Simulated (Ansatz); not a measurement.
# A frame of liquid calcium in ammonia from 230 K (111 atoms): geometry optimisation, part 2 of 3

Wanted: the relaxed structure of a frame of liquid calcium in ammonia from 230 K (111 atoms) and its electronic structure.

Ansatz 0.2.0; Kohn-Sham DFT, LDA, PAW (set soft_2), plane waves.

The cell: 27 N, 81 H and 3 Ca. The network of contacts between molecules at the start is that of the classical potential that made the cell. The functional has no dispersion term. The density was typed from a rule of thumb and may lie off the real one at this temperature. The Brillouin zone is sampled at Γ only, in a cell whose shortest periodic width is 11 Å.

So far. Step 2 (Single point at the start): The r.m.s. force component of 0.83 eV/Å and the pressure of 1.4 GPa set the starting point.

**3. Relaxation**

With the cell held, the atoms are moved downhill towards a nearby minimum.

Input file input.yaml:

```yaml
crystal:
  lattice:
    - [11.34302, 0.0, 0.0]
    - [0.0, 11.34302, 0.0]
    - [0.0, 0.0, 11.34302]
  atoms:
    [... the 111 atom lines of step 2 ...]
kpoints:
  mp_grid: { grid: [1, 1, 1] }
hamiltonian:
  xc: lda
scf:
  occupations: { method: gaussian, width: 0.025 }
output:
  forces: true
relax:
  f_tol: 0.05
  max_steps: 200
```

Run with:

```sh
$ ansatz run input.yaml --threads 4 --pin off --max-ram 8192MiB --backend cpu --events-out ev --progress --plain --runs-dir out
```

Numbers of over 12 decimals in the logs are rounded to 6 here.

Output:

```text
[...]
Crystal: 111 atoms, lattice volume = 1459.439 Å³
Basis set: ecut = 420 eV, 28425 PW (Γ)
Bands: 234, of which v1, the nominal top of the filled ones, is band 123 counted from 1 (122 counted from 0)
Symmetry: 1 space group operations
[...]
k-points: 1
[...]
SCF iter   1: F=—  HF=-16703.731622 eV  |F-HF|=—  |Δ(HF+E_count)|=         —  Δρ=9.99e-3  dr2=3.44e0  ethr=1.77e-3  ⟨swp⟩=8.0  Hψ=1271  notcnv=0  defer=66
[...]
SCF iter  12: F=-16702.956994 eV  HF=-16702.957009 eV  |F-HF|=1.46e-5  |Δ(HF+E_count)|=   2.88e-6  Δρ=2.35e-5  dr2=3.04e-5  ethr=2.54e-8  ⟨swp⟩=3.0  Hψ=485  notcnv=0
SCF 1 converged in 12 iterations: F = -16702.956994 eV  dr2 = 3.04e-5
[...]
relax step   1: F+E_penalty+E_count = -16702.95699404 eV  Δ(F+E_penalty+E_count) = +0.000e0 eV  max|allowed force component| = 3.362e0 eV/Å  Δτ_max = 0.0000 Å  (12 SCF iters, dr2 threshold 6.25e-5 eV, accepted)
[... from here on, the SCF cycles and remarks between the steps are left out ...]
relax step   2: F+E_penalty+E_count = -16706.40183881 eV  Δ(F+E_penalty+E_count) = -3.445e0 eV  max|allowed force component| = 1.013e0 eV/Å  Δτ_max = 0.1951 Å  (10 SCF iters, dr2 threshold 1.00e-4 eV, accepted)
relax step   3: F+E_penalty+E_count = -16707.67526867 eV  Δ(F+E_penalty+E_count) = -1.273e0 eV  max|allowed force component| = 8.800e-1 eV/Å  Δτ_max = 0.1974 Å  (10 SCF iters, dr2 threshold 6.42e-5 eV, accepted)
relax step   4: F+E_penalty+E_count = -16708.65926543 eV  Δ(F+E_penalty+E_count) = -9.840e-1 eV  max|allowed force component| = 7.063e-1 eV/Å  Δτ_max = 0.1940 Å  (8 SCF iters, dr2 threshold 7.03e-5 eV, accepted)
relax step   5: F+E_penalty+E_count = -16709.34978668 eV  Δ(F+E_penalty+E_count) = -6.905e-1 eV  max|allowed force component| = 9.378e-1 eV/Å  Δτ_max = 0.1943 Å  (8 SCF iters, dr2 threshold 1.00e-4 eV, accepted)
relax step   6: F+E_penalty+E_count = -16709.82597825 eV  Δ(F+E_penalty+E_count) = -4.762e-1 eV  max|allowed force component| = 1.019e0 eV/Å  Δτ_max = 0.1931 Å  (7 SCF iters, dr2 threshold 1.00e-4 eV, accepted)
relax step   7: F+E_penalty+E_count = -16710.32349761 eV  Δ(F+E_penalty+E_count) = -4.975e-1 eV  max|allowed force component| = 1.216e0 eV/Å  Δτ_max = 0.1957 Å  (7 SCF iters, dr2 threshold 1.00e-4 eV, accepted)
relax step   8: F+E_penalty+E_count = -16710.69048002 eV  Δ(F+E_penalty+E_count) = -3.670e-1 eV  max|allowed force component| = 6.467e-1 eV/Å  Δτ_max = 0.1938 Å  (8 SCF iters, dr2 threshold 1.00e-4 eV, accepted)
relax step   9: F+E_penalty+E_count = -16710.98338794 eV  Δ(F+E_penalty+E_count) = -2.929e-1 eV  max|allowed force component| = 8.518e-1 eV/Å  Δτ_max = 0.1980 Å  (9 SCF iters, dr2 threshold 1.00e-4 eV, accepted)
relax step  10: F+E_penalty+E_count = -16711.26788993 eV  Δ(F+E_penalty+E_count) = -2.845e-1 eV  max|allowed force component| = 5.432e-1 eV/Å  Δτ_max = 0.2000 Å  (10 SCF iters, dr2 threshold 1.00e-4 eV, accepted)
relax step  11: F+E_penalty+E_count = -16711.44712811 eV  Δ(F+E_penalty+E_count) = -1.792e-1 eV  max|allowed force component| = 3.161e-1 eV/Å  Δτ_max = 0.1926 Å  (10 SCF iters, dr2 threshold 1.00e-4 eV, accepted)
relax step  12: F+E_penalty+E_count = -16711.57142942 eV  Δ(F+E_penalty+E_count) = -1.243e-1 eV  max|allowed force component| = 4.092e-1 eV/Å  Δτ_max = 0.1924 Å  (10 SCF iters, dr2 threshold 3.38e-5 eV, accepted)
relax step  13: F+E_penalty+E_count = -16711.67127066 eV  Δ(F+E_penalty+E_count) = -9.984e-2 eV  max|allowed force component| = 4.569e-1 eV/Å  Δτ_max = 0.1966 Å  (9 SCF iters, dr2 threshold 5.67e-5 eV, accepted)
relax step  14: F+E_penalty+E_count = -16711.76834714 eV  Δ(F+E_penalty+E_count) = -9.708e-2 eV  max|allowed force component| = 4.966e-1 eV/Å  Δτ_max = 0.1954 Å  (8 SCF iters, dr2 threshold 1.00e-4 eV, accepted)
relax step  15: F+E_penalty+E_count = -16711.86062195 eV  Δ(F+E_penalty+E_count) = -9.227e-2 eV  max|allowed force component| = 5.553e-1 eV/Å  Δτ_max = 0.1986 Å  (7 SCF iters, dr2 threshold 1.00e-4 eV, accepted)
relax step  16: F+E_penalty+E_count = -16711.94348096 eV  Δ(F+E_penalty+E_count) = -8.286e-2 eV  max|allowed force component| = 7.595e-1 eV/Å  Δτ_max = 0.1977 Å  (8 SCF iters, dr2 threshold 1.00e-4 eV, accepted)
relax step  17: F+E_penalty+E_count = -16712.02026211 eV  Δ(F+E_penalty+E_count) = -7.678e-2 eV  max|allowed force component| = 5.806e-1 eV/Å  Δτ_max = 0.1969 Å  (7 SCF iters, dr2 threshold 1.00e-4 eV, accepted)
relax step  18: F+E_penalty+E_count = -16712.09533098 eV  Δ(F+E_penalty+E_count) = -7.507e-2 eV  max|allowed force component| = 3.458e-1 eV/Å  Δτ_max = 0.1914 Å  (7 SCF iters, dr2 threshold 1.00e-4 eV, accepted)
relax step  19: F+E_penalty+E_count = -16712.16227871 eV  Δ(F+E_penalty+E_count) = -6.695e-2 eV  max|allowed force component| = 6.074e-1 eV/Å  Δτ_max = 0.1954 Å  (8 SCF iters, dr2 threshold 4.24e-5 eV, accepted)
relax step  20: F+E_penalty+E_count = -16712.22761828 eV  Δ(F+E_penalty+E_count) = -6.534e-2 eV  max|allowed force component| = 5.432e-1 eV/Å  Δτ_max = 0.1956 Å  (7 SCF iters, dr2 threshold 1.00e-4 eV, accepted)
relax step  21: F+E_penalty+E_count = -16712.31629846 eV  Δ(F+E_penalty+E_count) = -8.868e-2 eV  max|allowed force component| = 4.196e-1 eV/Å  Δτ_max = 0.1915 Å  (7 SCF iters, dr2 threshold 1.00e-4 eV, accepted)
relax step  22: F+E_penalty+E_count = -16712.41608886 eV  Δ(F+E_penalty+E_count) = -9.979e-2 eV  max|allowed force component| = 3.170e-1 eV/Å  Δτ_max = 0.1936 Å  (6 SCF iters, dr2 threshold 1.00e-4 eV, accepted)
relax step  23: F+E_penalty+E_count = -16712.51341903 eV  Δ(F+E_penalty+E_count) = -9.733e-2 eV  max|allowed force component| = 4.089e-1 eV/Å  Δτ_max = 0.1902 Å  (7 SCF iters, dr2 threshold 5.74e-5 eV, accepted)
relax step  24: F+E_penalty+E_count = -16712.57751478 eV  Δ(F+E_penalty+E_count) = -6.410e-2 eV  max|allowed force component| = 5.309e-1 eV/Å  Δτ_max = 0.1914 Å  (6 SCF iters, dr2 threshold 9.54e-5 eV, accepted)
[...]
relax step  67: F+E_penalty+E_count = -16713.27289678 eV  Δ(F+E_penalty+E_count) = +3.970e-2 eV  max|allowed force component| = 4.671e-1 eV/Å  Δτ_max = 0.2000 Å  (8 SCF iters, dr2 threshold 8.66e-6 eV, rejected (line search))
relax step  68: F+E_penalty+E_count = -16713.33446580 eV  Δ(F+E_penalty+E_count) = -2.187e-2 eV  max|allowed force component| = 8.390e-2 eV/Å  Δτ_max = 0.1000 Å  (10 SCF iters, accepted)
relax step  69: F+E_penalty+E_count = -16713.34438939 eV  Δ(F+E_penalty+E_count) = -9.924e-3 eV  max|allowed force component| = 8.849e-2 eV/Å  Δτ_max = 0.0977 Å  (9 SCF iters, accepted)
relax step  70: F+E_penalty+E_count = -16713.34948849 eV  Δ(F+E_penalty+E_count) = -5.099e-3 eV  max|allowed force component| = 1.366e-1 eV/Å  Δτ_max = 0.0729 Å  (9 SCF iters, accepted)
[...]
relax step  72: F+E_penalty+E_count = -16713.36477000 eV  Δ(F+E_penalty+E_count) = -8.198e-3 eV  max|allowed force component| = 2.129e-1 eV/Å  Δτ_max = 0.1950 Å  (7 SCF iters, dr2 threshold 3.44e-5 eV, accepted)
relax step  73: F+E_penalty+E_count = -16713.37346156 eV  Δ(F+E_penalty+E_count) = -8.692e-3 eV  max|allowed force component| = 1.737e-1 eV/Å  Δτ_max = 0.1941 Å  (6 SCF iters, dr2 threshold 4.53e-5 eV, accepted)
relax step  74: F+E_penalty+E_count = -16713.38278310 eV  Δ(F+E_penalty+E_count) = -9.322e-3 eV  max|allowed force component| = 1.288e-1 eV/Å  Δτ_max = 0.1947 Å  (7 SCF iters, dr2 threshold 2.01e-5 eV, accepted)
relax step  75: F+E_penalty+E_count = -16713.39245403 eV  Δ(F+E_penalty+E_count) = -9.671e-3 eV  max|allowed force component| = 1.379e-1 eV/Å  Δτ_max = 0.1939 Å  (7 SCF iters, dr2 threshold 9.11e-6 eV, accepted)
relax step  76: F+E_penalty+E_count = -16713.40107006 eV  Δ(F+E_penalty+E_count) = -8.616e-3 eV  max|allowed force component| = 1.427e-1 eV/Å  Δτ_max = 0.1950 Å  (7 SCF iters, dr2 threshold 1.05e-5 eV, accepted)
relax step  77: F+E_penalty+E_count = -16713.41359027 eV  Δ(F+E_penalty+E_count) = -1.252e-2 eV  max|allowed force component| = 1.692e-1 eV/Å  Δτ_max = 0.1934 Å  (7 SCF iters, dr2 threshold 2.04e-5 eV, accepted)
relax step  78: F+E_penalty+E_count = -16713.41754476 eV  Δ(F+E_penalty+E_count) = -3.954e-3 eV  max|allowed force component| = 1.809e-1 eV/Å  Δτ_max = 0.1945 Å  (7 SCF iters, dr2 threshold 2.86e-5 eV, accepted)
relax step  79: F+E_penalty+E_count = -16713.42262446 eV  Δ(F+E_penalty+E_count) = -5.080e-3 eV  max|allowed force component| = 7.453e-2 eV/Å  Δτ_max = 0.0459 Å  (5 SCF iters, dr2 threshold 3.27e-5 eV, accepted)
relax step  80: F+E_penalty+E_count = -16713.40146468 eV  Δ(F+E_penalty+E_count) = +2.116e-2 eV  max|allowed force component| = 1.699e-1 eV/Å  Δτ_max = 0.2000 Å  (10 SCF iters, rejected (line search))
relax step  81: F+E_penalty+E_count = -16713.42545760 eV  Δ(F+E_penalty+E_count) = -2.833e-3 eV  max|allowed force component| = 1.823e-2 eV/Å  Δτ_max = 0.0338 Å  (10 SCF iters, accepted)
SCF converged after 10 iterations
Free energy (F): -16713.425458 eV
[...]
Internal energy: -16713.425457 eV  (E = F + TS)
E sigma→0 (E₀):  -16713.425458 eV
Entropy (-TS):   -0.000000 eV (-0.000 meV/atom)
Fermi energy:    1.505593 eV
[...]
--- Forces (eV/Å), atoms counted from 1 ---
  atom   1  N      0.01291950    -0.01238165    -0.01028327
  atom   2  H      0.00408615     0.01351392     0.01508120
  atom   3  H      0.00154797    -0.00811604     0.00470227
  atom   4  H     -0.01688160     0.00766304    -0.01116912
  atom   5  N     -0.00070092     0.00295891    -0.00464684
  atom   6  H      0.00042391     0.00085685     0.00376999
  atom   7  H      0.00118401    -0.00380361     0.00055331
  atom   8  H     -0.00215540    -0.00023547     0.00012683
  atom   9  N     -0.00542912     0.00362445     0.00785951
  atom  10  H     -0.00152594     0.00284890    -0.00266881
  atom  11  H      0.00217660    -0.00241630    -0.00411302
  atom  12  H      0.00371796    -0.00017233     0.00122023
  atom  13  N     -0.00250453    -0.00266367     0.00458078
  atom  14  H     -0.00206693    -0.00116888    -0.00639055
[...]
atom 110  Ca    -0.00216660    -0.00820019    -0.00027848
  atom 111  Ca     0.00800653     0.00467675     0.00296306
  max |Σ_I F_I| component: 2.36e-5 eV/Å
--- Relaxed structure (81 steps of the walk, 79 accepted, 0 SCFs on fresh bases) ---
  F+E_penalty+E_count = -16713.42545760 eV   max|allowed force component| = 1.823e-2 eV/Å
  atoms:
    - { symbol: N, position: [0.646336, 0.858522, 0.020216] }
    - { symbol: H, position: [0.659410, 0.921120, 0.085397] }
    - { symbol: H, position: [0.625317, 0.782590, 0.065342] }
    - { symbol: H, position: [0.569165, 0.883675, -0.022402] }
[...]
- { symbol: Ca, position: [0.047660, 0.830121, 0.349857] }
```

Elapsed: 3 min, on 4 threads of AMD EPYC 9R45, shared host; peak memory 1.4 GiB; 11 min of CPU time.

Step by step (22 of 81):

| step | energy less that of the first step (eV) | largest force component (eV/Å) |
| --- | --- | --- |
| 1 | 0.0000 | 3.3622 |
| 5 | -6.3928 | 0.9378 |
| 9 | -8.0264 | 0.8518 |
| 12 | -8.6144 | 0.4092 |
| 16 | -8.9865 | 0.7595 |
| 20 | -9.2706 | 0.5432 |
| 24 | -9.6205 | 0.5309 |
| 28 | -9.8097 | 0.5460 |
| 31 | -9.9338 | 0.1186 |
| 35 | -9.9970 | 0.2693 |
| 39 | -10.0300 | 0.2130 |
| 43 | -10.0644 | 0.2053 |
| 47 | -10.1324 | 0.1126 |
| 51 | -10.2181 | 0.2104 |
| 54 | -10.2594 | 0.2157 |
| 58 | -10.3079 | 0.1712 |
| 62 | -10.3358 | 0.2363 |
| 66 | -10.3556 | 0.1961 |
| 70 | -10.3925 | 0.1366 |
| 73 | -10.4165 | 0.1737 |
| 77 | -10.4566 | 0.1692 |
| 81 | -10.4685 | 0.0182 |

Relaxation steps 67, 80 were tried and not accepted.

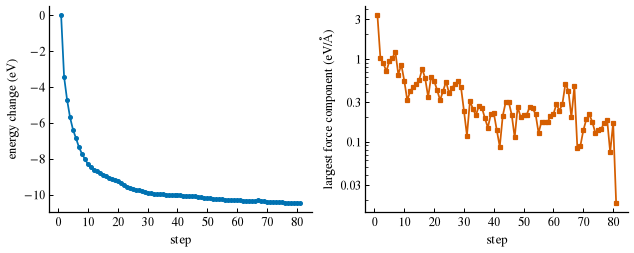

Energy and largest force along the relaxation.

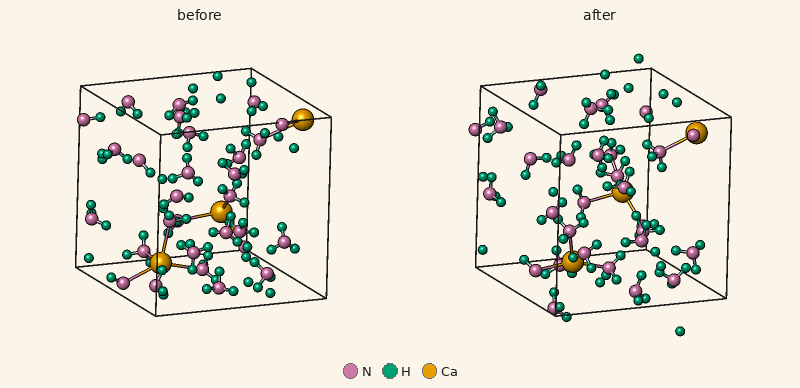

Before and after, at one scale. Bonds to atoms that aren't drawn are left out.

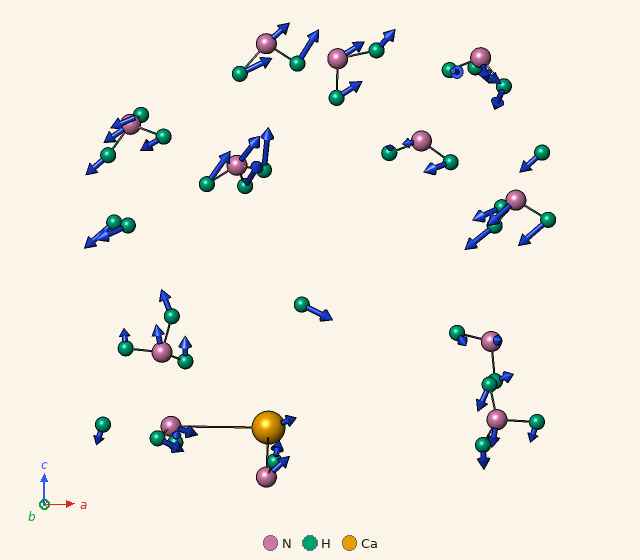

Displacements in the relaxation, scaled; the longest in the cell stands for 3.64 Å. Drawn is a slice 4 Å thick, seen along the normal of the ac plane. Bonds to atoms that aren't drawn are left out.

The atoms that moved most (Å):

| atom | dx | dy | dz | length |
| --- | --- | --- | --- | --- |
| H40 | 0.763 | -3.063 | 1.814 | 3.641 |
| H8 | -3.075 | -1.030 | 0.873 | 3.358 |
| H39 | 0.201 | -1.163 | 2.835 | 3.071 |
| N37 | 1.264 | -1.572 | 1.889 | 2.763 |
| H38 | 1.448 | -0.356 | 2.095 | 2.571 |
| H58 | 1.283 | -0.447 | 2.155 | 2.547 |
| H96 | 0.069 | 0.698 | -2.447 | 2.546 |
| H18 | 1.417 | 2.048 | -0.116 | 2.493 |

The relaxation changed the energy by -94.3 meV/atom, and atoms moved by 1.7 Å r.m.s., 3.6 Å at most.

**4. Distances and neighbours after relaxation**

Bonds before and after, by the cutoffs listed below:

| pair | bonds before | bonds after | mean before (Å) | mean after (Å) | spread before (Å) | spread after (Å) |
| --- | --- | --- | --- | --- | --- | --- |
| H-N | 81 | 81 | 1.019 | 1.036 | 0.022 | 0.006 |
| N-Ca | 16 | 17 | 2.661 | 2.454 | 0.120 | 0.026 |

Density 0.66 g/cm³, 13.15 Å³ an atom.

g(r), total and by pair (bins of 0.2 Å):

| r (Å) | total | H-H | H-N | H-Ca | N-N | N-Ca | Ca-Ca |
| --- | --- | --- | --- | --- | --- | --- | --- |
| 1.00 | 7.25 | 0.00 | 20.45 | 0.00 | 0.00 | 0.00 | 0.00 |
| 1.20 | 0.00 | 0.00 | 0.00 | 0.00 | 0.00 | 0.00 | 0.00 |
| 1.40 | 0.00 | 0.00 | 0.00 | 0.00 | 0.00 | 0.00 | 0.00 |
| 1.60 | 2.81 | 5.30 | 0.00 | 0.00 | 0.00 | 0.00 | 0.00 |
| 1.80 | 0.00 | 0.00 | 0.00 | 0.00 | 0.00 | 0.00 | 0.00 |
| 2.00 | 0.33 | 0.04 | 0.85 | 0.00 | 0.00 | 0.00 | 0.00 |
| 2.20 | 0.58 | 0.79 | 0.46 | 0.00 | 0.00 | 0.00 | 0.00 |
| 2.40 | 0.85 | 1.07 | 0.09 | 0.00 | 0.00 | 19.00 | 0.00 |
| 2.60 | 0.43 | 0.73 | 0.08 | 0.00 | 0.00 | 1.12 | 0.00 |
| 2.80 | 0.72 | 0.82 | 0.54 | 2.33 | 0.00 | 0.00 | 0.00 |
| 3.00 | 1.29 | 0.99 | 0.80 | 9.29 | 2.08 | 0.00 | 0.00 |
| 3.20 | 1.33 | 1.02 | 1.46 | 2.41 | 2.99 | 0.00 | 0.00 |
| 3.40 | 1.35 | 0.90 | 2.05 | 0.00 | 2.47 | 0.00 | 0.00 |
| 3.60 | 1.35 | 1.33 | 1.58 | 0.18 | 1.35 | 0.00 | 0.00 |
| 3.80 | 0.97 | 0.98 | 1.11 | 0.16 | 0.76 | 0.00 | 0.00 |
| 4.00 | 1.11 | 1.17 | 1.14 | 0.30 | 1.09 | 0.44 | 0.00 |
| 4.20 | 1.11 | 1.14 | 1.15 | 0.67 | 0.90 | 1.23 | 0.00 |
| 4.40 | 1.04 | 1.12 | 0.92 | 1.10 | 0.74 | 2.23 | 0.00 |
| 4.60 | 0.95 | 1.03 | 0.85 | 0.68 | 1.04 | 1.03 | 0.00 |
| 4.80 | 1.00 | 0.99 | 1.07 | 1.03 | 0.90 | 0.31 | 0.00 |
| 5.00 | 0.85 | 0.86 | 0.80 | 1.91 | 0.45 | 0.84 | 0.00 |
| 5.20 | 0.87 | 1.01 | 0.80 | 0.35 | 0.53 | 0.53 | 0.00 |
| 5.40 | 1.03 | 0.97 | 1.08 | 1.48 | 0.98 | 0.97 | 0.00 |
| 5.60 | 0.95 | 0.95 | 0.90 | 0.92 | 1.17 | 1.14 | 0.00 |

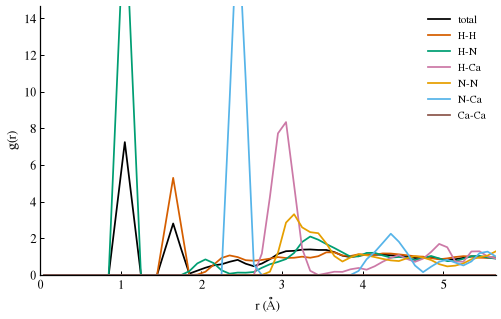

Pair distribution functions, lightly smoothed, with peaks cut at 14.

Bonds by pair of elements; cutoffs follow the first minimum of g(r), held within bounds set by covalent radii, and pairs that aren't listed don't count as bonded (cutoffs were set anew for this text, so counts can differ from the run's own analysis):

| pair A-B | cutoff (Å) | bonds | mean length (Å) | spread (Å) | shortest (Å) | B about A | A about B |
| --- | --- | --- | --- | --- | --- | --- | --- |
| H-N | 1.27 | 81 | 1.04 | 0.006 | 1.03 | 1 | 3 |
| N-Ca | 2.93 | 17 | 2.45 | 0.026 | 2.42 | 0.63 | 5.67 |

How many atoms have how many bonded neighbours:

| element | mean | 1 | 3 | 4 | 5 | 6 |
| --- | --- | --- | --- | --- | --- | --- |
| Ca | 5.67 | 0 | 0 | 0 | 1 | 2 |
| H | 1 | 81 | 0 | 0 | 0 | 0 |
| N | 3.63 | 0 | 10 | 17 | 0 | 0 |

Bond angles (no mean is given where the spread exceeds 20°):

| angle | count | mean (°) | spread (°) |
| --- | --- | --- | --- |
| H-N-H | 81 | 106 | 1.6 |
| Ca-N-H | 51 | 113 | 6.1 |
| N-Ca-N | 40 | - | - |

Bond length by coordination (bonds to H left out):

| element | coordination | atoms | mean bond length (Å) |
| --- | --- | --- | --- |
| Ca | 5 | 1 | 2.42 |
| Ca | 6 | 2 | 2.47 |
| N | 4 | 17 | 2.45 |

With the cutoffs above, 67 % of Ca atoms have 6, all H atoms have 1 and 63 % of N atoms have 4 bonded neighbours. The H-N-H angle averages 106° with a spread of 1.6°.

(Continued in part 3 of 3.)

[Logs are printed without paths, hosts, clocks, repeated set-up lines and the standing remarks that a program may print on its own settings, such as how far it seeks lower states.]

[Hosts, paths, dates, database ids (printed as entryN), source tags and the programs' standing remarks are cut or masked in the printed files.]
